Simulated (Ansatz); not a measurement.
# [SiF3]− (SMILES F[Si-](F)F): levels of theory compared

Aim: a comparison of 4 runs (UHF/STO-3G, PBE/STO-3G, UPBE0/STO-3G, UCCSD(T)/STO-3G) of [SiF3]−. 

Program for the calculation: Ansatz 0.2.0.

5 further runs of the same task are left out: 4 that didn't finish, 1 set aside as unsound or not needed.

## (1) The system as given

The species is [SiF3]− (4 atoms), meant as a singlet with charge -1. SMILES: `F[Si-](F)F`. The F4–Si1 distance was set to 2.121 Å, away from the relaxed value.

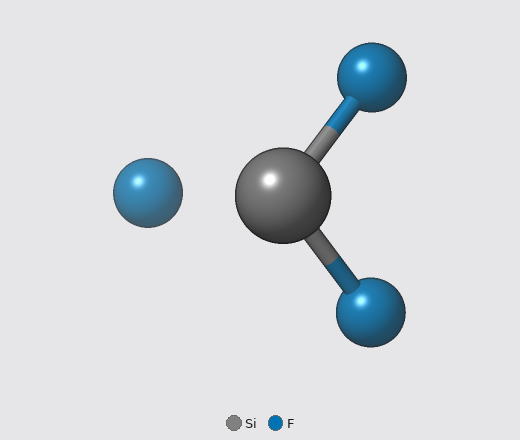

Viewed from a chosen angle; silicon grey, fluorine blue.

## (2) A single-point energy at UHF/STO-3G (run 1)

input.yaml reads:

```yaml
crystal:
  periodic: [false, false, false]
  atoms:
    - {symbol: Si, position_ang: [0.178558, 0.313499, 0.912654]}
    - {symbol: F, position_ang: [1.611338, 0.276769, 0.010654]}
    - {symbol: F, position_ang: [-0.504282, 1.557979, -0.015206]}
    - {symbol: F, position_ang: [-0.736530, -1.225060, -0.225300]}
basis:
  gaussian:
    orbitals: STO-3G
total_charge: -1
magnetization:
  spin_polarized: true
hamiltonian:
  xc: hf
accuracy: high
```

Command:

```bash
ansatz run input.yaml --threads 1 --pin off --max-ram 2610MiB --events-out events.jsonl --progress --plain --runs-dir runs
```

Log:

```text
Warning: RAYON_NUM_THREADS=1 ignored (pool sized by the plan → 1); use --threads N
Functional definition: HF
  name "HF"
  exchange = exact_x
  correlation = 0
448 factors; integrals over basis functions are off by at most 3.8e-8 eV
mean field evaluation 1: about -15766.8761 eV, gradient 1.5e1 eV
mean field evaluation 2: about -15766.9634 eV, gradient 1.5e1 eV
mean field evaluation 4: about -15769.8898 eV, gradient 9.4e-1 eV
mean field evaluation 8: about -15769.9070 eV, gradient 1.1e-8 eV
mean field evaluation 16: about -15769.9015 eV, gradient 1.3e-1 eV
mean field -15769.90704616 eV, -579.5333947193 hartree, gradient 1.1e-8 eV, S^2 0.000000; 0 other end points of the search recorded, 0 dependent functions left out
reference -15769.90704616 eV, -579.5333947193 hartree; 21, 21 occupied and 3, 3 virtual orbitals, 448 factors
Total energy: -15769.90704616 eV, -579.5333947193 hartree
```

Run time: 0.12 s. Hardware: 1 thread of AMD EPYC 9R45 (Zen 5), shared host.

## (3) A single-point energy at PBE/STO-3G (run 2)

in.yaml reads:

```yaml
crystal:
  periodic: [false, false, false]
  atoms:
    - {symbol: Si, position_ang: [0.178558, 0.313499, 0.912654]}
    - {symbol: F, position_ang: [1.611338, 0.276769, 0.010654]}
    - {symbol: F, position_ang: [-0.504282, 1.557979, -0.015206]}
    - {symbol: F, position_ang: [-0.736530, -1.225060, -0.225300]}
basis:
  gaussian: {orbitals: STO-3G}
total_charge: -1
hamiltonian: {xc: pbe}
accuracy: high
```

Command:

```bash
ansatz run in.yaml --threads 1 --pin off --max-ram 2610MiB --events-out events.jsonl --progress --plain --runs-dir runs
```

Log:

```text
Warning: RAYON_NUM_THREADS=1 ignored (pool sized by the plan → 1); use --threads N
Functional definition: PBE
  name "PBE"
  parameter kappa = 0.804
  parameter beta = 0.06672455060314922
  exchange = pbe_x(kappa = kappa, mu = beta*pi^2/3)
  correlation = pbe_c(beta = beta)
448 factors; integrals over basis functions are off by at most 3.8e-8 eV
mean field evaluation 1: about -15801.0535 eV, gradient 1.3e1 eV
mean field evaluation 2: about -15790.8079 eV, gradient 5.8e1 eV
mean field evaluation 4: about -15801.9063 eV, gradient 2.3e0 eV
mean field evaluation 8: about -15801.8878 eV, gradient 5.9e-2 eV
mean field evaluation 16: about -15801.8878 eV, gradient 4.6e-7 eV
mean field -15801.88780267 eV, -580.7086658439 hartree, gradient 3.3e-8 eV, S^2 0.000000; 0 other end points of the search recorded, 0 dependent functions left out
reference -15801.88780393 eV, -580.7086658901 hartree; 21, 21 occupied and 3, 3 virtual orbitals, 448 factors
Total energy: -15801.88780393 eV, -580.7086658901 hartree
```

It took 0.46 s on 1 thread of AMD EPYC 9R45 (Zen 5), shared host; peak memory 0.12 GiB.

Run 3 isn't shown in full; the table further down has it.

## (4) The energy at UCCSD(T)/STO-3G (run 4)

in.yaml reads:

```yaml
crystal:
  periodic: [false, false, false]
  atoms:
    - symbol: Si
      position_ang: [0.178558, 0.313499, 0.912654]
    - symbol: F
      position_ang: [1.611338, 0.276769, 0.010654]
    - symbol: F
      position_ang: [-0.504282, 1.557979, -0.015206]
    - symbol: F
      position_ang: [-0.736530, -1.225060, -0.225300]
basis:
  gaussian: {orbitals: STO-3G}
total_charge: -1
magnetization: {spin_polarized: true}
correlation: {method: ccsd_t, frozen_orbitals: {F: 1, Si: 5}}
accuracy: high
scf: {omitted_lower_state_checks: [cluster_reference, increment]}
```

Command:

```bash
ansatz run in.yaml --threads 1 --pin off --max-ram 2610MiB --events-out events.jsonl --progress --plain --runs-dir runs
```

Log:

```text
Warning: RAYON_NUM_THREADS=1 ignored (pool sized by the plan → 1); use --threads N
[... 12 lines left out ...]
8 core orbitals not correlated: weight in the atoms' cores, before any rotation towards them, 1.000 or more for the frozen orbitals, at most 0.000 for the correlated occupied ones
[... 25 lines left out ...]
Total energy: -15772.56450777 eV, -579.6310546322 hartree
Checks for a lower state left out: cluster_reference, increment
```

Wall time 0.26 s (1 thread of AMD EPYC 9R45 (Zen 5), shared host).

## (5) The series

```csv
run,level,frozen core orbitals,energy (Eh),wall time
1,UHF/STO-3G,–,-579.533395,0.12 s
2,PBE/STO-3G,–,-580.708666,0.46 s
3,UPBE0/STO-3G,–,-580.801097,0.74 s
4,UCCSD(T)/STO-3G,8,-579.631055,0.26 s
```

## (6) Results

| quantity | value |
| --- | --- |
| run 4: total energy | -579.63105 Eh |
| run 4: correlation energy (8 core orbitals frozen) | -97.7 mEh |
| run 4: (T) correction | -4.68 mEh |
| run 4: T1 diagnostic | 0.015 |

What this shows: Totals of different functionals can't be ranked against each other. In runs 1, 2, 3, 4 the basis is minimal, so the values are rough. All runs together took 1.6 s, the longest 0.74 s.
